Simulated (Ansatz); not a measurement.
Input file:

```
crystal:
  periodic: [false, false, false]
  atoms:
    - { symbol: F, position_ang: [0.2782, -0.0103, 1.7013] }
    - { symbol: Ge, position_ang: [0.4624, 0.1364, -0.0482] }
    - { symbol: Br, position_ang: [-0.6155, -1.661, -1.0969] }
    - { symbol: H, position_ang: [-0.0696, 1.4746, -0.5766] }
basis:
  gaussian:
    orbitals: def2-SVP
hamiltonian:
  xc: blyp
magnetization:
  spin_polarized: true
  initial_magnetization: 1.0
output:
  orbitals: {}
  forces: true
```

Command:

```sh
python methods_brfgeh.py
```

Not at a stationary point (largest force 1.4 eV/Å).

Method: SCF blyp, Gaussian basis (Ansatz).

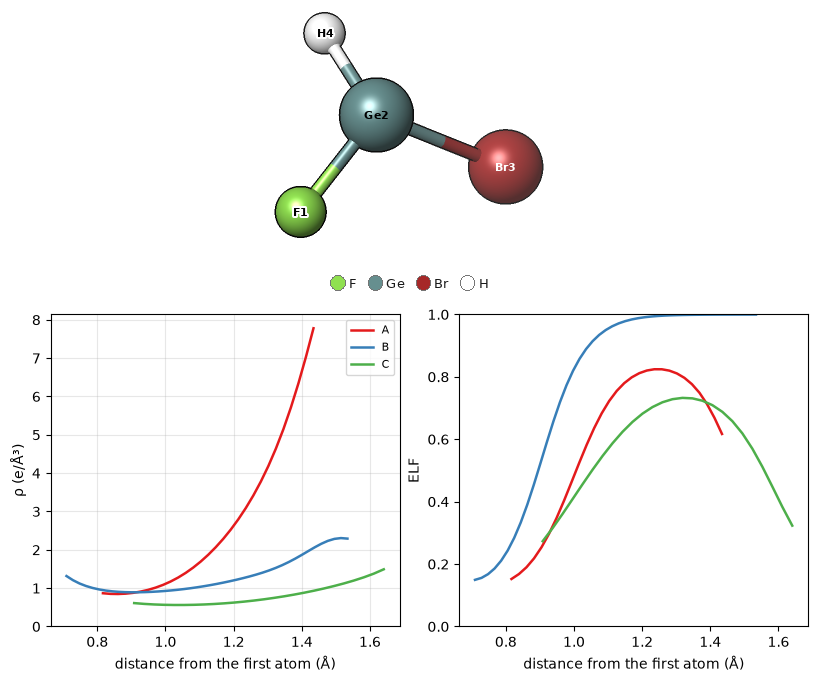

BrFGeH (SMILES [F][GeH][Br]) (doublet). Electron density and electron localisation function along straight lines between neighbouring atoms. The curves leave out the atomic cores. The structure is drawn too.

### Which curve belongs to which contact (Ge–Br, Ge–F and Ge–H)? The first atom named is at distance zero.

Curve A: Ge–F (1.77 Å): ρ is about 0.86 e/Å³ halfway; the ELF peaks at about 0.80 in the valence shell of F, 0.5 Å from its nucleus, and is about 0.20 at the midpoint. Curve B: Ge–H (1.53 Å): the density is about 1.1 e/Å³ at the midpoint; the ELF climbs to about 1 towards the hydrogen. Curve C: Ge–Br (2.34 Å): ρ at the midpoint is about 0.6 e/Å³; the ELF peaks at about 0.75 in the valence shell of Br, 1.0 Å from its nucleus, and is about 0.65 at the midpoint.
